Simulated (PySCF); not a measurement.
C5H7FNO (doublet)

```xyz
15

C    -2.3192    0.4875   -0.1459
N    -1.3244   -0.5593   -0.1390
C     0.0030   -0.2365   -0.0080
C     0.5814    1.0114   -0.2407
O     1.9419    0.9680   -0.1183
C     2.2915   -0.3184    0.2874
F     2.8558   -0.2274    1.5687
C     1.0386   -1.1091    0.2913
H    -2.3313    1.0753    0.7802
H    -2.1244    1.1598   -0.9810
H    -3.2985    0.0355   -0.2877
H    -1.5897   -1.3903    0.3691
H     0.1623    1.9595   -0.5049
H     3.1166   -0.7042   -0.3321
H     0.9919   -2.1438    0.5541
```

Geometry: GFN2-xTB.

Method: PySCF, UKS B3LYP, pcH-1 on C F H N O, non-relativistic, mean-field spin-orbit, GIAO.

Q: What can the converged electron density, electron localisation function and spin density tell about the bonding?

A: C–O (1.37 Å): ρ is about 2.2 e/Å³ halfway, with its minimum of 1.9 e/Å³ about 0.5 Å from C; the ELF peaks at about 0.90 between the atoms; a shared but strongly polarised pair.
C–N (1.37 Å): the density is about 2.2 e/Å³ at the midpoint; the ELF peaks at about 0.95 between the atoms: a covalent bond.
C–C (1.39 Å): ρ at the midpoint is about 2.1 e/Å³; the ELF peaks at about 0.95 between the atoms: a covalent bond.
N–H (1.01 Å): the density is about 2.7 e/Å³ at the midpoint; the ELF climbs to about 1 towards the hydrogen, as it does in any bond to H (a covalent bond by its length).
The unpaired spin (1 electron) lies mostly on C4 (about 0.4), C8 (about 0.3) and O5 (about 0.1), in electrons by Hirshfeld's partition.

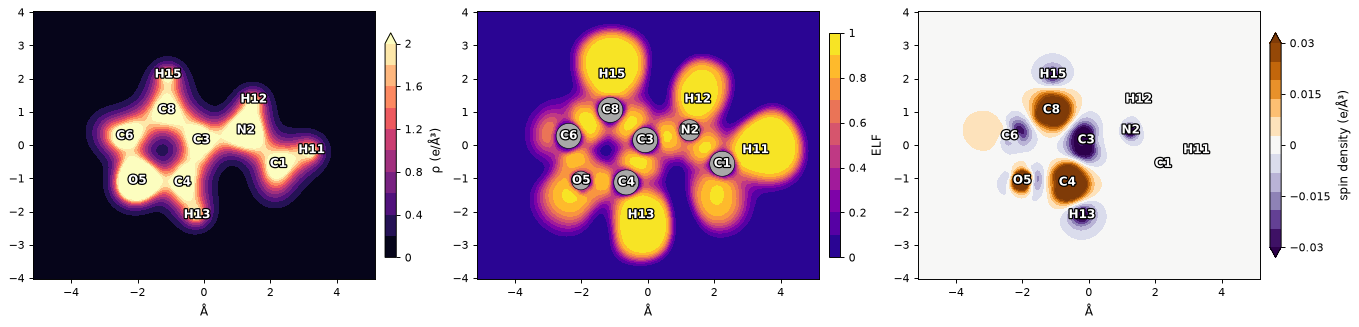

Computed electron density, electron localisation function and spin density on the plane of atoms O5, C4 and H13, in this order. Grey discs cover the atomic cores in the ELF map. 
